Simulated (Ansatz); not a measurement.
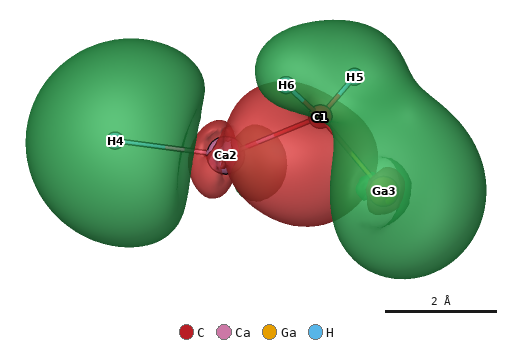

Figure. CH$_{3}$CaGa (SMILES [CaH][CH2][Ga]). The HOMO−1 at ±0.05 Å⁻³ᐟ² (green and red are the two phases), seen at a tilt.

Geometry: B3LYP-D3(BJ)/6-311G**.

These are results of isolated molecule in a Gaussian basis; Kohn-Sham density functional theory, functional PBE0 in Ansatz 0.2.0, not measurements.

```yaml
atoms:
  - { symbol: C, position_ang: [1.1529, -0.9119, -0.3338] }
  - { symbol: Ca, position_ang: [-1.1563, -0.5553, -0.9436] }
  - { symbol: Ga, position_ang: [1.6499, -2.5036, 0.7234] }
  - { symbol: H, position_ang: [-2.4913, 0.9419, -0.6763] }
  - { symbol: H, position_ang: [1.7010, -0.8961, -1.2932] }
  - { symbol: H, position_ang: [1.3554, 0.0377, 0.1931] }
```

Q: What is the character of this orbital?

A: It lies mainly on H4 (about 35 %), Ca2 (about 25 %), C1 (about 20 %) and Ga3 (about 15 %). Its energy is −6.01 eV.
